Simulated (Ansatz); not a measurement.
# Geometry relaxation of C₂H₈AlNO₂ (part 1 of 3)

- system: C₂H₈AlNO₂, SMILES C[C](N)(O)[AlH][OH]
- method: RKS BHLYP-D4/6-31G (Ansatz 0.2.0)

It belongs to a series of runs on one base structure; here: end point A relaxed. Figures and captions count atoms from 1; the log counts them from 0 in places.

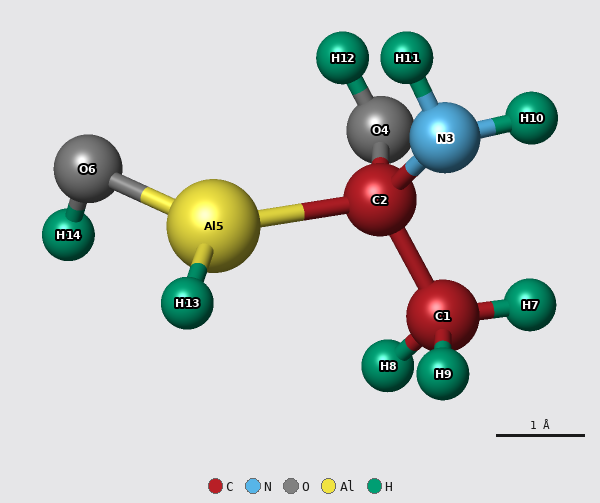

Fig. 1: The starting structure (ball-and-stick view, seen at a tilt; atoms are numbered from 1 in the order of the input). Sticks mark near contacts.

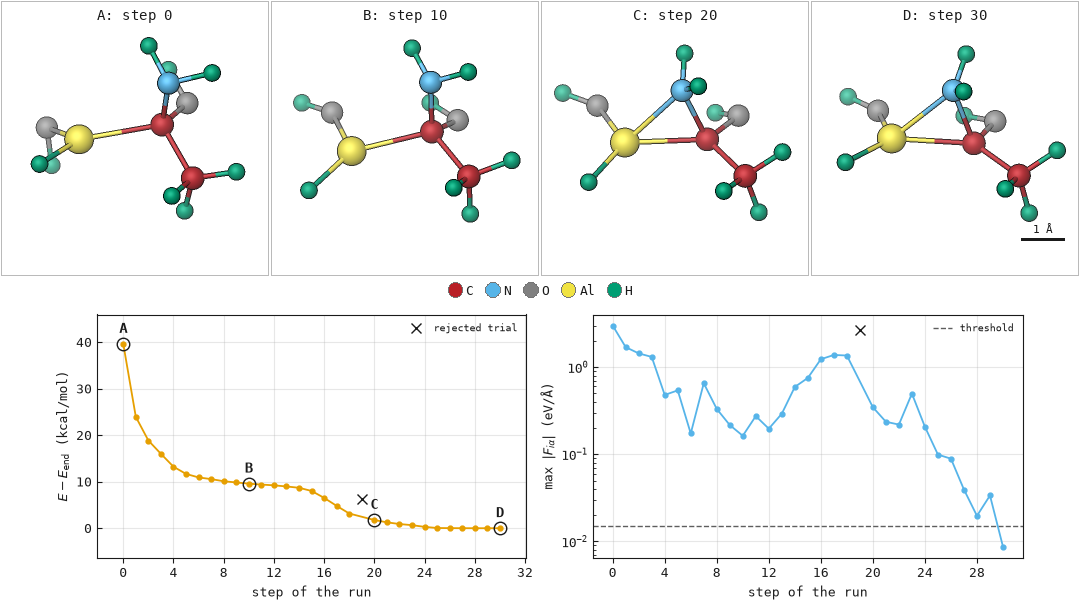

Fig. 2: Frames of the relaxation (ball-and-stick view, seen at a tilt) above the curves, on which the letters mark them (the first geometry is step 0 here and step 1 in the log).

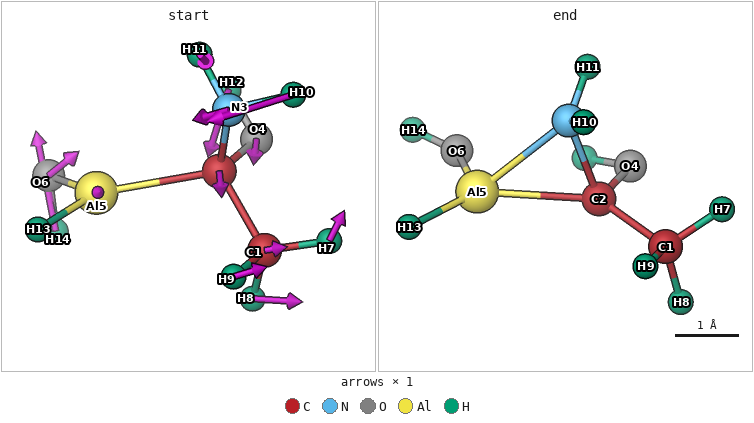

Fig. 3: Before (left) and after (right) the relaxation, at one scale (ball-and-stick view, seen at a tilt). The pink arrows give the displacements, at true length. H14 moves most after the best rigid fit: 1.67 Å. Largest moves by element: H 1.67 Å, N 0.71 Å, O 0.70 Å, C 0.47 Å, Al 0.23 Å. Distances before and after: N3–Al5 2.842 → 2.012 Å, C2–N3 1.436 → 1.594 Å, C1–H9 1.174 → 1.087 Å, Al5–O6 1.822 → 1.736 Å. New bonds form: N3–Al5 (2.84 → 2.01 Å). Among the angles that change: N3–C2–Al5 109.3° → 68.1°, Al5–O6–H14 103.5° → 141.6°, C1–C2–Al5 111.4° → 136.6°. Over 30 geometry steps the energy falls by 39.6 kcal/mol. The largest force component goes from 3 to 0.0087 eV/Å. The line search rejected the trial step at point 19 (counted from 0) and went back. (Atoms are counted from 1 in the order of the input.)

The input and output of the run follow.

**The input**
```yaml
crystal:
  periodic: [false, false, false]
  atoms:
    - { symbol: C, position_ang: [-0.4625, -0.9149, 1.2795] }
    - { symbol: C, position_ang: [0.2703, -0.3183, 0.0761] }
    - { symbol: "N", position_ang: [1.6335, -0.0863, 0.4624] }
    - { symbol: O, position_ang: [0.2848, -1.2336, -0.9809] }
    - { symbol: Al, position_ang: [-0.5664, 1.4312, -0.504] }
    - { symbol: O, position_ang: [-1.2495, 1.6404, -2.1805] }
    - { symbol: H, position_ang: [-0.0535, -1.8401, 1.5934] }
    - { symbol: H, position_ang: [-1.5352, -1.0205, 0.9826] }
    - { symbol: H, position_ang: [-0.4643, -0.1488, 2.1688] }
    - { symbol: H, position_ang: [2.1117, -1.0102, 0.7127] }
    - { symbol: H, position_ang: [2.184, 0.3145, -0.3116] }
    - { symbol: H, position_ang: [0.7493, -0.8629, -1.7196] }
    - { symbol: H, position_ang: [-0.6982, 2.6783, 0.532] }
    - { symbol: H, position_ang: [-2.2171, 1.3418, -2.0821] }
basis:
  gaussian: { orbitals: "6-31G" }
hamiltonian:
  xc: { name: BHLYP }
  dispersion: d4
relax:
  f_tol: 0.015
  max_steps: 40
```

Run as:
```bash
ansatz run input.yaml --threads 1 --pin off --max-ram 2048MiB --backend cpu --events-out ev --progress --plain --runs-dir out
```

**What the program printed**
```
The last accepted step is kept in [file] (removed where the run ends without a failure and the disk answers)
Engine: ansatz 0.2.0, aarch64-unknown-linux-gnu
Functional definition: BHLYP
  parameter a = 0.5
  exchange = (1 - a)*b88_x + a*exact_x
  correlation = lyp_c
1030 factors; integrals over basis functions are off by at most 1.6e-4 eV
mean field evaluation 1: about -14367.9143 eV, gradient 6.8e1 eV
mean field evaluation 2: about -14364.4309 eV, gradient 8.1e1 eV
mean field evaluation 4: about -14376.9847 eV, gradient 3.0e0 eV
mean field evaluation 8: about -14377.1193 eV, gradient 1.5e-1 eV
mean field evaluation 16: about -14377.1194 eV, gradient 5.4e-5 eV
mean field -14377.11939629 eV, -528.3493926522 hartree, gradient 5.4e-5 eV, S^2 0.000000; 0 other end points of the search recorded, 0 dependent functions left out
the calculation of the forces begins
reference -14377.11957836 eV, -528.3493993430 hartree; 28, 28 occupied and 46, 46 virtual orbitals, 1030 factors
relax step   1: F+E_penalty+E_count = -14377.45543407 eV  Δ(F+E_penalty+E_count) = +0.000e0 eV  max|allowed force component| = 3.001e0 eV/Å  Δτ_max = 0.0000 Å  (28 SCF iters, accepted)
these checks for a lower state are left out or cut short: starts, cluster_reference, orbital_swaps, neighbouring_geometries, increment
1030 factors; integrals over basis functions are off by at most 1.5e-4 eV
mean field -14377.79739198 eV, -528.3743085343 hartree, gradient 2.3e-5 eV, S^2 0.000000; 0 other end points of the search recorded, 0 dependent functions left out
[... from here on the field's lines of each further geometry are left out, up to the last ...]
relax step   2: F+E_penalty+E_count = -14378.13534015 eV  Δ(F+E_penalty+E_count) = -6.799e-1 eV  max|allowed force component| = 1.696e0 eV/Å  Δτ_max = 0.1967 Å  (30 SCF iters, accepted)
relax step   3: F+E_penalty+E_count = -14378.35559648 eV  Δ(F+E_penalty+E_count) = -2.203e-1 eV  max|allowed force component| = 1.439e0 eV/Å  Δτ_max = 0.1926 Å  (31 SCF iters, accepted)
relax step   4: F+E_penalty+E_count = -14378.47965760 eV  Δ(F+E_penalty+E_count) = -1.241e-1 eV  max|allowed force component| = 1.310e0 eV/Å  Δτ_max = 0.1934 Å  (30 SCF iters, accepted)
relax step   5: F+E_penalty+E_count = -14378.59956678 eV  Δ(F+E_penalty+E_count) = -1.199e-1 eV  max|allowed force component| = 4.798e-1 eV/Å  Δτ_max = 0.2000 Å  (29 SCF iters, accepted)
relax step   6: F+E_penalty+E_count = -14378.66678371 eV  Δ(F+E_penalty+E_count) = -6.722e-2 eV  max|allowed force component| = 5.413e-1 eV/Å  Δτ_max = 0.2000 Å  (29 SCF iters, accepted)
relax step   7: F+E_penalty+E_count = -14378.69939606 eV  Δ(F+E_penalty+E_count) = -3.261e-2 eV  max|allowed force component| = 1.734e-1 eV/Å  Δτ_max = 0.2000 Å  (30 SCF iters, accepted)
relax step   8: F+E_penalty+E_count = -14378.71502835 eV  Δ(F+E_penalty+E_count) = -1.563e-2 eV  max|allowed force component| = 6.534e-1 eV/Å  Δτ_max = 0.1988 Å  (30 SCF iters, accepted)
relax step   9: F+E_penalty+E_count = -14378.73500002 eV  Δ(F+E_penalty+E_count) = -1.997e-2 eV  max|allowed force component| = 3.316e-1 eV/Å  Δτ_max = 0.1818 Å  (31 SCF iters, accepted)
relax step  10: F+E_penalty+E_count = -14378.74631479 eV  Δ(F+E_penalty+E_count) = -1.131e-2 eV  max|allowed force component| = 2.167e-1 eV/Å  Δτ_max = 0.1029 Å  (31 SCF iters, accepted)
relax step  11: F+E_penalty+E_count = -14378.75754240 eV  Δ(F+E_penalty+E_count) = -1.123e-2 eV  max|allowed force component| = 1.632e-1 eV/Å  Δτ_max = 0.1269 Å  (31 SCF iters, accepted)
relax step  12: F+E_penalty+E_count = -14378.76609880 eV  Δ(F+E_penalty+E_count) = -8.556e-3 eV  max|allowed force component| = 2.745e-1 eV/Å  Δτ_max = 0.1951 Å  (30 SCF iters, accepted)
relax step  13: F+E_penalty+E_count = -14378.77301077 eV  Δ(F+E_penalty+E_count) = -6.912e-3 eV  max|allowed force component| = 1.968e-1 eV/Å  Δτ_max = 0.1049 Å  (31 SCF iters, accepted)
relax step  14: F+E_penalty+E_count = -14378.78370601 eV  Δ(F+E_penalty+E_count) = -1.070e-2 eV  max|allowed force component| = 2.923e-1 eV/Å  Δτ_max = 0.1950 Å  (30 SCF iters, accepted)
relax step  15: F+E_penalty+E_count = -14378.79592467 eV  Δ(F+E_penalty+E_count) = -1.222e-2 eV  max|allowed force component| = 5.929e-1 eV/Å  Δτ_max = 0.1726 Å  (29 SCF iters, accepted)
relax step  16: F+E_penalty+E_count = -14378.82549137 eV  Δ(F+E_penalty+E_count) = -2.957e-2 eV  max|allowed force component| = 7.520e-1 eV/Å  Δτ_max = 0.1705 Å  (29 SCF iters, accepted)
relax step  17: F+E_penalty+E_count = -14378.89004354 eV  Δ(F+E_penalty+E_count) = -6.455e-2 eV  max|allowed force component| = 1.233e0 eV/Å  Δτ_max = 0.1944 Å  (29 SCF iters, accepted)
relax step  18: F+E_penalty+E_count = -14378.96490754 eV  Δ(F+E_penalty+E_count) = -7.486e-2 eV  max|allowed force component| = 1.380e0 eV/Å  Δτ_max = 0.1663 Å  (30 SCF iters, accepted)
relax step  19: F+E_penalty+E_count = -14379.03576182 eV  Δ(F+E_penalty+E_count) = -7.085e-2 eV  max|allowed force component| = 1.360e0 eV/Å  Δτ_max = 0.1778 Å  (30 SCF iters, accepted)
relax step  20: F+E_penalty+E_count = -14378.90348144 eV  Δ(F+E_penalty+E_count) = +1.323e-1 eV  max|allowed force component| = 2.703e0 eV/Å  Δτ_max = 0.1999 Å  (29 SCF iters, rejected (line search))
relax step  21: F+E_penalty+E_count = -14379.09646234 eV  Δ(F+E_penalty+E_count) = -6.070e-2 eV  max|allowed force component| = 3.466e-1 eV/Å  Δτ_max = 0.0974 Å  (31 SCF iters, accepted)
relax step  22: F+E_penalty+E_count = -14379.11797727 eV  Δ(F+E_penalty+E_count) = -2.151e-2 eV  max|allowed force component| = 2.363e-1 eV/Å  Δτ_max = 0.0951 Å  (31 SCF iters, accepted)
relax step  23: F+E_penalty+E_count = -14379.13386095 eV  Δ(F+E_penalty+E_count) = -1.588e-2 eV  max|allowed force component| = 2.192e-1 eV/Å  Δτ_max = 0.1276 Å  (31 SCF iters, accepted)
relax step  24: F+E_penalty+E_count = -14379.14440078 eV  Δ(F+E_penalty+E_count) = -1.054e-2 eV  max|allowed force component| = 4.970e-1 eV/Å  Δτ_max = 0.1948 Å  (29 SCF iters, accepted)
relax step  25: F+E_penalty+E_count = -14379.16018794 eV  Δ(F+E_penalty+E_count) = -1.579e-2 eV  max|allowed force component| = 2.068e-1 eV/Å  Δτ_max = 0.0429 Å  (32 SCF iters, accepted)
relax step  26: F+E_penalty+E_count = -14379.17091633 eV  Δ(F+E_penalty+E_count) = -1.073e-2 eV  max|allowed force component| = 9.925e-2 eV/Å  Δτ_max = 0.1198 Å  (31 SCF iters, accepted)
relax step  27: F+E_penalty+E_count = -14379.17204916 eV  Δ(F+E_penalty+E_count) = -1.133e-3 eV  max|allowed force component| = 8.908e-2 eV/Å  Δτ_max = 0.0419 Å  (32 SCF iters, accepted)
relax step  28: F+E_penalty+E_count = -14379.17270241 eV  Δ(F+E_penalty+E_count) = -6.532e-4 eV  max|allowed force component| = 3.939e-2 eV/Å  Δτ_max = 0.0171 Å  (25 SCF iters, accepted)
relax step  29: F+E_penalty+E_count = -14379.17294130 eV  Δ(F+E_penalty+E_count) = -2.389e-4 eV  max|allowed force component| = 1.969e-2 eV/Å  Δτ_max = 0.0108 Å  (23 SCF iters, accepted)
relax step  30: F+E_penalty+E_count = -14379.17299721 eV  Δ(F+E_penalty+E_count) = -5.591e-5 eV  max|allowed force component| = 3.369e-2 eV/Å  Δτ_max = 0.0025 Å  (24 SCF iters, accepted)
the calculation of the forces begins
reference -14378.82018224 eV, -528.4118953828 hartree; 28, 28 occupied and 46, 46 virtual orbitals, 1030 factors
relax step  31: F+E_penalty+E_count = -14379.17306999 eV  Δ(F+E_penalty+E_count) = -7.278e-5 eV  max|allowed force component| = 8.719e-3 eV/Å  Δτ_max = 0.0031 Å  (23 SCF iters, accepted)
1030 factors; integrals over basis functions are off by at most 1.7e-4 eV
mean field evaluation 224: about -14378.7007 eV, gradient 3.8e-1 eV
mean field -14378.82000352 eV, -528.4118888152 hartree, gradient 1.9e-5 eV, S^2 0.000000; 1 other end points of the search recorded, 0 dependent functions left out
the calculation of the forces begins
reference -14378.82018224 eV, -528.4118953828 hartree; 28, 28 occupied and 46, 46 virtual orbitals, 1030 factors
Total energy: -14379.17324871 eV, -528.4248703363 hartree
Atom 0 at    -0.283910    -1.231214     1.439918 Å, force    -0.008719    -0.001112     0.001551 eV/Å
Atom 1 at    -0.174590    -0.428481     0.185211 Å, force     0.002502     0.000680    -0.005214 eV/Å
Atom 2 at     1.200324     0.374826     0.121567 Å, force     0.004989    -0.000825    -0.004179 eV/Å
Atom 3 at    -0.177405    -1.287989    -0.940470 Å, force     0.001928    -0.002580     0.003395 eV/Å
Atom 4 at    -0.445076     1.438156    -0.335114 Å, force    -0.002208    -0.001809     0.003916 eV/Å
Atom 5 at    -0.672468     1.246047    -2.045168 Å, force     0.000703    -0.005844    -0.008495 eV/Å
Atom 6 at     0.464149    -2.023998     1.459252 Å, force     0.003760    -0.001225    -0.002016 eV/Å
Atom 7 at    -1.264469    -1.693994     1.484736 Å, force     0.000479    -0.000782     0.000263 eV/Å
Atom 8 at    -0.166629    -0.609143     2.323622 Å, force     0.001274     0.002026     0.005484 eV/Å
Atom 9 at     1.681048     0.475347     1.002891 Å, force    -0.003136    -0.001480    -0.004209 eV/Å
Atom 10 at     1.811029    -0.014340    -0.582384 Å, force    -0.003453     0.004239     0.004667 eV/Å
Atom 11 at    -0.504725    -0.799617    -1.714380 Å, force    -0.001014     0.004715     0.001414 eV/Å
Atom 12 at    -0.701418     2.776069     0.471679 Å, force     0.002075    -0.000718    -0.003051 eV/Å
Atom 13 at    -0.778958     1.748931    -2.842559 Å, force     0.000820     0.004716     0.006475 eV/Å
Dipole moment:     0.315978     0.302884     0.114981 e Å
```

**Trajectory as extended XYZ (Å, eV, eV/Å), 31 frames, from step=1 to step=31**
```
14
Properties=species:S:1:pos:R:3:forces:R:3 step=1 energy=-14377.45543
C    -0.4625   -0.9149    1.2795   -1.9325   3.0007   0.2815
C     0.2703   -0.3183    0.0761    0.3245   1.2414   1.3558
N     1.6335   -0.0863    0.4624    2.3247  -0.9148   0.0077
O     0.2848   -1.2336   -0.9809   -1.2357  -2.0212  -0.7798
Al   -0.5664    1.4312   -0.5040    0.0227   0.6265  -0.0187
O    -1.2495    1.6404   -2.1805   -1.6617  -1.0697   1.9551
H    -0.0535   -1.8401    1.5934    0.3730  -0.8986   0.2162
H    -1.5352   -1.0205    0.9826    0.8652  -0.4408   0.4855
H    -0.4643   -0.1488    2.1688    0.2665  -1.6392  -1.8289
H     2.1117   -1.0102    0.7127   -0.9618   1.8042  -0.1944
H     2.1840    0.3145   -0.3116   -0.2795  -0.1354   0.7866
H     0.7493   -0.8629   -1.7196    0.2417   0.0533  -0.8607
H    -0.6982    2.6783    0.5320   -0.0272  -0.3187  -0.3422
H    -2.2171    1.3418   -2.0821    1.6800   0.7123  -1.0638
14
Properties=species:S:1:pos:R:3:forces:R:3 step=2 energy=-14378.13534
C    -0.4774   -0.8761    1.2328   -0.3041   0.9090   0.4181
C     0.3014   -0.3024    0.0557   -0.2039   0.7589   0.3730
N     1.6753   -0.0553    0.4542    0.5601  -1.0404  -0.2121
O     0.1931   -1.2960   -0.9808    0.0106  -0.2980  -0.3608
Al   -0.5813    1.4564   -0.3958    0.2265  -0.0007  -0.9304
O    -1.2083    1.6139   -2.0780   -1.6959  -0.7623   1.3077
H    -0.0341   -1.8052    1.5575    0.0972  -0.3412   0.0578
H    -1.5322   -1.0638    0.9826    0.5035  -0.0121  -0.0038
H    -0.4398   -0.1590    2.0759   -0.0262  -0.5190  -0.4389
H     2.1255   -0.9219    0.7974   -0.3776   0.8402  -0.0672
H     2.2563    0.3223   -0.2907   -0.2523   0.0293   0.3486
H     0.6207   -0.9931   -1.7918   -0.1729  -0.0711  -0.0421
H    -0.7413    2.7025    0.5792   -0.0438  -0.0887   0.0411
H    -2.1711    1.3482   -2.1694    1.6789   0.5961  -0.4909
```
